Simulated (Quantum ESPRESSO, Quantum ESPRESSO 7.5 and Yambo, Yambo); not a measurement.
# BAs (F-43m): G0W0 on several meshes in Yambo

How does the mesh move the gap of BAs (F-43m)?

Method: PBE and many-body steps on it, plane waves, in Quantum ESPRESSO 7.5 and Yambo 5.3.0.

### 1. The starting structure

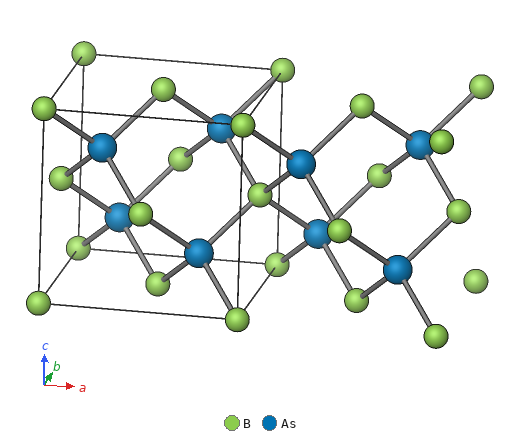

The cell as given, slightly off an axis (boron green, arsenic blue). 2×1×1 cells are drawn. This picture shows the conventional cell, with its axes. Bonds to atoms that aren't drawn are left out. Some periodic images of atoms are drawn too.

The cell and positions come from the Crystallography Open Database and are kept as given unless a step says otherwise.

### 2. Empty states on the mesh, 6×6×6 mesh, 184 bands

This step: Quantum ESPRESSO 7.5; DFT, PBE, plane waves, norm-conserving pseudopotentials.

The sums over transitions need many empty states on a uniform mesh; this step solves for them.

The input, pw.in:

```
&control
  calculation = 'nscf'
  prefix = 'x'
  outdir = 'o'
  pseudo_dir = 'pseudo'
/
&system
  ibrav = 0
  nat = 2
  ntyp = 2
  ecutwfc = 76.0
  nbnd = 184
  force_symmorphic = .true.
/
&electrons
  conv_thr = 1e-9
  electron_maxstep = 80
  diago_full_acc = .true.
  diago_thr_init = 5e-6
/
ATOMIC_SPECIES
  B 10.81 B.upf
  As 74.922 As.upf
CELL_PARAMETERS angstrom
  -0.0000000000 2.3885000000 2.3885000000
  2.3885000000 -0.0000000000 2.3885000000
  2.3885000000 2.3885000000 -0.0000000000
ATOMIC_POSITIONS crystal
  B 0.0000000000 0.0000000000 0.0000000000
  As 0.2500000000 0.2500000000 0.2500000000
K_POINTS automatic
  6 6 6 0 0 0
```

The run is started by

```sh
OMP_NUM_THREADS=1 mpirun -n 4 pw.x -nk 4 -in pw.in > pw.out
```

Output:

```text
Program PWSCF v.7.5 starts

     This program is part of the open-source Quantum ESPRESSO suite
     for quantum simulation of materials; please cite
         "P. Giannozzi et al., J. Phys.:Condens. Matter 21 395502 (2009);
         "P. Giannozzi et al., J. Phys.:Condens. Matter 29 465901 (2017);
         "P. Giannozzi et al., J. Chem. Phys. 152 154105 (2020);
     in publications or presentations arising from this work. More details at

     Atomic positions and unit cell read from directory:
     o/x.save/

     Message from routine setup:
[...]
k = 0.2357 0.2357-0.2357 (  2030 PWs)   bands (ev):

[...]
[... 11 further rows ...]
   189.5383 190.5019 191.4947 191.4947 193.1225 194.5608 194.5608 195.9728
   195.9728 196.3250 196.5064 196.5064 198.2045 198.5325 198.5325 198.6556

          k =-0.3536-0.3536 0.3536 (  2060 PWs)   bands (ev):

     [... further k-points ...]

     highest occupied, lowest unoccupied level (ev):    11.3431   12.6372

     XML data file, pseudopotentials, collected wavefunctions

=------------------------------------------------------------------------------=
   JOB DONE.
=------------------------------------------------------------------------------=
```

Elapsed: 15 s, on 4 MPI ranks of Arm Neoverse V1, shared host; peak memory 0.32 GiB; 58 s of CPU time.

Numbers from this step:

```
gap                                                           : 1.294 eV
k of the valence top                                          : 0, 0, 0
k of the conduction bottom                                    : 0, 0.3333, 0.3333
least direct gap                                              : 3.292 eV
k points computed                                             : 16
lowest point of the top converged band, above the valence top : 183.1518 eV
```

On this mesh the gap is 1.294 eV.

The density comes from a self-consistent run that is not shown.

### 3. Conversion and set-up

This step: Yambo 5.3.0; conversion and set-up on PBE, plane waves, norm-conserving pseudopotentials.

The states are converted to the many-body program's format and the q mesh is built.

The run is started by

```sh
(cd o/x.save; p2y > p2y.log; mv SAVE ../..); yambo > setup.log
```

Output:

```text
 Yambo, version 5.3.0

 [02] CORE Variables Setup
 =========================

  [02.01] Unit cells
  ==================

  Cell kind             :  FCC
  Atoms in the cell     :  B  As
  number of B  atoms    :  1
  number of As atoms    :  1

  List of atomic masses
  Mass of B     :  10.81000
  Mass of As    :  74.92200

  List of atomic coordinates    : [cc]
  B1       :  0.000000  0.000000  0.000000  order 1
  As1       :  2.256805  2.256805  2.256805  order 2

  Alat factors          :  4.513611  4.513611  4.513611 [a.u.]
  Direct lattice volume :  183.9087 [a.u.]
[...]
Q [ 1]         [rlu]:  0.000000  0.000000  0.000000
 Q [ 2]         [rlu]: -0.44040E-17 -0.44040E-17  0.16667
 Q [ 3]         [rlu]: -0.88081E-17 -0.88081E-17  0.33333
[...]
Q [ 8]         [rlu]: -0.63303E-17  0.16667     -0.33333
 Q [ 9]         [rlu]:  0.28747E-16  0.16667     -0.16667
 Q [10]         [rlu]: -0.18005E-16  0.33333      0.33333
     [... 4 further rows ...]
 Q [15]         [rlu]:  0.166667  0.333333 -0.333333
 Q [16]         [rlu]:  0.166667 -0.500000 -0.333333

  [03.01] X indexes
  =================

   [03.01.01] Sigma indexes
   ========================

 [06] Game Over & Game summary
```

Wall time 2.3 s (1 MPI rank); peak memory 0.24 GiB.

### 4. 6×6×6

G0W0 replaces the xc potential by the self-energy, built once from these orbitals. Only a window of levels is corrected, while the sums run over the empty bands that the input names.

This step: G0W0 on PBE, plane waves, norm-conserving pseudopotentials.

The input, gw2.in:

```
HF_and_locXC
gw0
dyson
ppa
em1d
rim_cut
RandQpts= 1000000
RandGvec= 1 RL
EXXRLvcs= 76 Ry
VXCRLvcs= 304 Ry
Chimod= "HARTREE"
% BndsRnXp
 1 | 80 |
%
NGsBlkXp= 10.5 Ry
% LongDrXp
 1 | 1 | 1 |
%
% GbndRnge
 1 | 80 |
%
DysSolver= "n"
ExtendOut
PPAPntXp= 27.21138 eV
% QPkrange
 1 | 1 | 8 | 11 |
 10 | 10 | 8 | 11 |
%
```

The run is started by

```sh
OMP_NUM_THREADS=1 mpirun -n 4 yambo -F gw2.in -J gw2 -C gw2 > gw2.log
```

Output:

```text
 Yambo, version 5.3.0

 [02] CORE Variables Setup
 =========================

  [... cell, symmetries and grids as in the set-up ...]

  [02.05] Energies & Occupations
  ==============================

  [X] === General ===
  [X] Electronic Temperature                        :  0.000000  0.000000 [eV K]
  [X] Bosonic    Temperature                        :  0.000000  0.000000 [eV K]
  [X] Finite Temperature mode                       : no
  [X] El. density                                   :  0.66049E+24 [cm-3]
  [X] Fermi Level                                   :  11.34311 [eV]

  [X] === Gaps and Widths ===
  [X] Conduction Band Min                           :  1.294135 [eV]
  [X] Valence Band Max                              :  0.000000 [eV]
  [X] Filled Bands                                  :   9
  [X] Empty Bands                                   :   10  184
  [X] Direct Gap                                    :  3.292229 [eV]
  [X] Direct Gap localized at k                     :  1
  [X] Indirect Gap                                  :  1.294135 [eV]
  [X] Indirect Gap between kpts                     :   1  10
  [X] Last valence band width                       :  4.947480 [eV]
  [X] 1st conduction band width                     :  3.060953 [eV]

 [03] Transferred momenta grid and indexing
 ==========================================

 IBZ Q-points                                      :  16
 BZ  Q-points                                      :  216

 K/Q-points units:
 rlu = crystal or reduced units; cc = cartesian coordinates; iku = interal k-units

 Q [ 1]         [rlu]:  0.000000  0.000000  0.000000
 Q [ 2]         [rlu]: -0.44040E-17 -0.44040E-17  0.16667
 Q [ 3]         [rlu]: -0.88081E-17 -0.88081E-17  0.33333
 Q [ 4]         [rlu]: -0.63303E-17 -0.63303E-17 -0.50000
 Q [ 5]         [rlu]: -0.90023E-17  0.16667      0.16667
 Q [ 6]         [rlu]: -0.14373E-16  0.16667      0.33333
 Q [ 7]         [rlu]:  0.33135E-17  0.16667      0.50000
 Q [ 8]         [rlu]: -0.63303E-17  0.16667     -0.33333
 Q [ 9]         [rlu]:  0.28747E-16  0.16667     -0.16667
 Q [10]         [rlu]: -0.18005E-16  0.33333      0.33333
     [... 4 further rows ...]
 Q [15]         [rlu]:  0.166667  0.333333 -0.333333
 Q [16]         [rlu]:  0.166667 -0.500000 -0.333333

 [04] Coloumb potential Random Integration (RIM)
 ===============================================

  [04.01] RIM initialization
  ==========================

  * Diagonal components only detected *

  8 x (sBL volume)        :  0.049954 [a.u.]
  sBZ random points       :  1000000
  Points outside the sBZ  :   7968281
  RL volume               :  1.348768 [a.u.]
  Integrated volume       :  1.354137 [a.u.]

  [04.02] RIM integrals
  =====================

  Gamma point sphere radius             :  0.066805 [a.u.]
  Points outside the sphere             :   800476
  [Int_sBZ(q=0) 1/q^2]*(Vol_sBZ)^(-1/3) =:  7.776341
                                 should be <:  7.795600

  Summary of Coulomb integrals for non-metallic bands |Q|[au] RIM/Bare

  Q [1] 0.100000E-4 0.997530 * Q [2] 0.200926 1.068930
  Q [5] 0.232009 1.068679 * Q [9] 0.328110 1.029814
  Q [6] 0.384743 1.023420 * Q [3] 0.401851 1.020719
  Q [10] 0.464018 1.017590 * Q [8] 0.505652 1.014476
  Q [14] 0.518788 1.014367 * Q [7] 0.568303 1.012582
  Q [11] 0.602777 1.011829 * Q [4] 0.602777 1.011206
  Q [12] 0.656220 1.010226 * Q [15] 0.686291 1.009617
  Q [13] 0.696026 1.009452 * Q [16] 0.733676 1.008801

 [WARNING] [Xp] User bands 1-80 break level degeneracy

 [05] Dipoles
 ============

  [05.01] Setup: observables and procedures
  =========================================

 [06] Dynamic Dielectric Matrix (PPA)
 ====================================

 [WR./gw2//ndb.pp]---------------------------------------------------------------
  Brillouin Zone Q/K grids (IBZ/BZ)                :   16  216   16  216
  RL vectors                                       :  2733 [WF]
  Coulomb cutoff potential                         : none
  Electronic Temperature                           :  0.000000 [K]
  Bosonic    Temperature                           :  0.000000 [K]
  PPA    diel. fun.  energies                      : Perdew, Burke & Ernzerhof(X)+Perdew, Burke & Ernzerhof(C)
  wavefunctions                                    : Perdew, Burke & Ernzerhof(X)+Perdew, Burke & Ernzerhof(C)
  Global Gauge                                     : length
  X matrix size                                    :  137
  X band range                                     :    1   80
  X e/h energy range                               : -1.000000 -1.000000 [eV]
  X Time ordering                                  : R
  X Hxc Kernel                                     : HARTREE
  X Drude frequency                                :  0.000000  0.000000
  X poles                                          :  100.0000 [o/o]
  RL vectors in the sum                            :  2733
  [r,Vnl] included                                 : yes
  Field direction                                  :  0.577350E-5  0.577350E-5  0.577350E-5
  BZ energy Double Grid                            : no
  BZ energy DbGd points                            : 0
  BZ Q point size factor                           : -1.000000
  X Optical Averaged directions                    : none

 [07] Local Exchange-Correlation + Non-Local Fock
 ================================================

 [VXC] Plane waves :  16457
 [EXS] Plane waves :  2109

 QP @ state[ 1 ] K range:  1  1
 QP @ state[ 1 ] b range:   8  11
 QP @ state[ 2 ] K range:  10  10
 QP @ state[ 2 ] b range:   8  11

 [xc] Functional : Perdew, Burke & Ernzerhof(X)+Perdew, Burke & Ernzerhof(C)
 [xc] LIBXC used to calculate xc functional
  PP Number of Atomic Species                      :  2
  NLCC RL compoments                               :  16457
  PP Number of Atomic Species                      :  2
  NLCC RL compoments                               :  16457

 [xc] E_xc :  -12.07688 [Ha]
      E_xc :  -24.15377 [Ry]

  Local XC kind (lXC) : Perdew, Burke & Ernzerhof(X)+Perdew, Burke & Ernzerhof(C)
  Non-Local XC kind (nlXC) : Hartree-Fock

  Corrections @ K [1] :  [eV]
 <8|nlXC|8> = -15.45163 -0.32860E-17 <8|lXC|8> = -13.70138 -0.22502E-20
 <9|nlXC|9> = -15.45160 -0.10568E-17 <9|lXC|9> = -13.70138  0.23559E-16
 <10|nlXC|10> = -8.482466  0.18391E-18 <10|lXC|10> = -12.55019  0.41306E-16
 <11|nlXC|11> = -8.482398  0.46250E-17 <11|lXC|11> = -12.55019 -0.14163E-15

  Corrections @ K [10] :  [eV]
 <8|nlXC|8> = -16.11124  0.11779E-16 <8|lXC|8> = -12.77969  0.47220E-16
 <9|nlXC|9> = -16.11167  0.14943E-16 <9|lXC|9> = -12.77969  0.47203E-16
 <10|nlXC|10> = -7.350570 -0.25478E-17 <10|lXC|10> = -11.35333 -0.94448E-16
 <11|nlXC|11> = -6.180059  0.14504E-17 <11|lXC|11> = -10.88801  0.94436E-16

 [08] Dyson equation: Newton solver
 ==================================

  [08.01] G0W0 (W PPA)
  ====================

  [  GW  ] Bands range     :    1   80
  [GW/PPA] G damping       :  0.100000 [eV]

  QP @ state[ 1 ] K range:  1  1
  QP @ state[ 1 ] b range:   8  11
  QP @ state[ 2 ] K range:  10  10
  QP @ state[ 2 ] b range:   8  11

   Sc/G bands                                       :    1   80
   Sc/G damping                                     :  0.100000 ev
   Sc bands terminator                              : no
   Sx RL components                                 :  2109

   QP @ state[ 1 ] K range                          :  1  1
   QP @ state[ 1 ] b range                          :   8  11
   QP @ state[ 2 ] K range                          :  10  10
   QP @ state[ 2 ] b range                          :   8  11
   GF energies kind                                 : Perdew, Burke & Ernzerhof(X)+Perdew, Burke & Ernzerhof(C)
   GF WF`s kind                                     : Perdew, Burke & Ernzerhof(X)+Perdew, Burke & Ernzerhof(C)
   Xs energies kind                                 : Perdew, Burke & Ernzerhof(X)+Perdew, Burke & Ernzerhof(C)
   Xs WF`s kind                                     : Perdew, Burke & Ernzerhof(X)+Perdew, Burke & Ernzerhof(C)

 [11] Game Over & Game summary
```

It took 95 s on 4 MPI ranks; peak memory 1.4 GiB; 6.3 min of CPU time.

This step gave:

```
G0W0 gap on the points computed              : 2.155 eV
starting gap on the mesh                     : 1.294 eV
k of the valence top                         : 0, 0, 0
k of the conduction bottom                   : 0, 0.3333, 0.3333
least direct G0W0 gap on the computed points : 4.091 eV
Z at the valence top                         : 0.8056
Z at the conduction bottom                   : 0.8146
```

The gap on the mesh goes from 1.29 eV to 2.15 eV, a correction of +0.86 eV.

### 5. Empty states on the mesh, 4×4×4 mesh, 80 bands

This step: Quantum ESPRESSO 7.5; DFT, PBE, plane waves, norm-conserving pseudopotentials.

Edit pw.in of step 2 so:

```diff
@@ -11,3 +11,3 @@
   ecutwfc = 76.0
-  nbnd = 184
+  nbnd = 80
   force_symmorphic = .true.
@@ -31,2 +31,2 @@
 K_POINTS automatic
-  6 6 6 0 0 0
+  4 4 4 0 0 0
```

The run is started by

```sh
OMP_NUM_THREADS=1 mpirun -n 4 pw.x -nk 4 -in pw.in > pw.out
```

Output:

```text
[banner, memory and clock lines left out]
Program PWSCF v.7.5 starts

     Atomic positions and unit cell read from directory:
     o/x.save/

     Message from routine setup:
     using ibrav=0 with symmetry is DISCOURAGED, use correct ibrav instead

     G-vector sticks info

     bravais-lattice index     =            0
     lattice parameter (alat)  =       6.3832  a.u.
     unit-cell volume          =     183.9087 (a.u.)^3
     number of atoms/cell      =            2
     number of atomic types    =            2
     number of electrons       =        18.00
[...]
25.8254  25.8254  25.8254  30.3182  41.1430  41.1430  41.1430  48.1989
[...]
k = 0.1768 0.1768-0.1768 (  2060 PWs)   bands (ev):

[...]
k =-0.3536-0.3536 0.3536 (  2060 PWs)   bands (ev):

[...]
93.5411  93.5411  94.4346  94.9983  95.3949  98.1241  98.1241  98.2122
    98.6576  98.6576 101.1898 105.3101 105.3101 106.8559 106.8559 106.8830

          k = 0.3536 0.0000 0.0000 (  2045 PWs)   bands (ev):

     [... further k-points ...]

     highest occupied, lowest unoccupied level (ev):    11.3431   12.7976

     XML data file, pseudopotentials, collected wavefunctions
```

Run time: 3 s. Hardware: 4 MPI ranks; peak memory 0.22 GiB; 12 s of CPU time.

This step gave:

```yaml
gap: 1.454 eV
k_of_the_valence_top: 0, 0, 0
k_of_the_conduction_bottom: 0, -0.5, -0.5
least_direct_gap: 3.292 eV
k_points_computed: 8
lowest_point_of_the_top_converged_band_above_the_valence_top: 95.5399 eV
```

On this mesh the gap is 1.454 eV.

### 6. Conversion and set-up

This step: Yambo 5.3.0; conversion and set-up on PBE, plane waves, norm-conserving pseudopotentials.

The run is started by

```sh
(cd o/x.save; p2y > p2y.log; mv SAVE ../..); yambo > setup.log
```

Output:

```text
 Yambo, version 5.3.0

 [02] CORE Variables Setup
 =========================

  [02.01] Unit cells
  ==================

  Cell kind             :  FCC
  Atoms in the cell     :  B  As
  number of B  atoms    :  1
  number of As atoms    :  1

  List of atomic masses
  Mass of B     :  10.81000
  Mass of As    :  74.92200

  List of atomic coordinates    : [cc]
  B1       :  0.000000  0.000000  0.000000  order 1
  As1       :  2.256805  2.256805  2.256805  order 2

  Alat factors          :  4.513611  4.513611  4.513611 [a.u.]
  Direct lattice volume :  183.9087 [a.u.]
[...]
==========================================

 IBZ Q-points                                      :   8
 BZ  Q-points                                      :   64

 K/Q-points units:
 rlu = crystal or reduced units; cc = cartesian coordinates; iku = interal k-units

 Q [1]          [rlu]:  0.000000  0.000000  0.000000
 Q [2]          [rlu]:  0.31652E-17  0.31652E-17  0.25000
 Q [3]          [rlu]: -0.63303E-17 -0.63303E-17 -0.50000
[...]
Q [7]          [rlu]:  0.36976E-16 -0.50000     -0.50000
 Q [8]          [rlu]:  0.250000 -0.500000 -0.250000

  [03.01] X indexes
  =================

   [03.01.01] Sigma indexes
   ========================

 [06] Game Over & Game summary
```

Elapsed: 2.1 s, on 1 MPI rank; peak memory 0.24 GiB.

(Continued in part 2 of 2.)

[Paths, hosts, dates, memory and timing lines, banners, echoed tables and standing remarks are left out of the program output.]

[Logs are printed without paths, hosts, clocks, repeated set-up lines and the standing remarks that a program may print on its own settings, such as how far it seeks lower states.]

[Runs of the session that timed out or met a known fault of the program may be left out.]

[Hosts, paths, dates, database ids (printed as entryN), source tags and the programs' standing remarks are cut or masked in the printed files.]
